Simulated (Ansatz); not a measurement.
**Be: response to strain**

Take Be in the hcp (Mg type) structure (space group P6_3/mmc, No. 194; relaxed with 0.1 eV smearing) as the base.

```
CELL_PARAMETERS angstrom
      2.26274     0.00000     0.00000
     -1.13137     1.95959     0.00000
      0.00000     0.00000     3.56641
ATOMIC_POSITIONS crystal
  Be 0.66667 0.33333 0.75000
  Be 0.33333 0.66667 0.25000
```

Cartesian axes are those of the cell as printed.

Strains are applied to the cell and any free atomic positions relax; under biaxial strain the out-of-plane vector relaxes too.

All numbers come from PBE (Ansatz, a program for electronic structure), spin-orbit coupling left out.

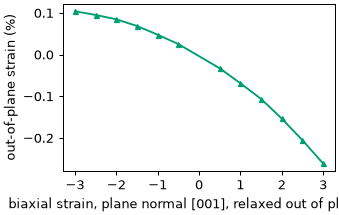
Figure: Out-of-plane strain against biaxial strain, plane normal [001], relaxed out of plane

Problem. From the plot, what is the out-of-plane strain for biaxial strain +1.50 %, plane normal [001], relaxed out of plane?

Solution. About -0.11 %.

Problem. Is the trend monotonic over the range shown?

Solution. Yes, it falls throughout, spanning -0.26 % to +0.10 %.

No phonon test of stability was made.
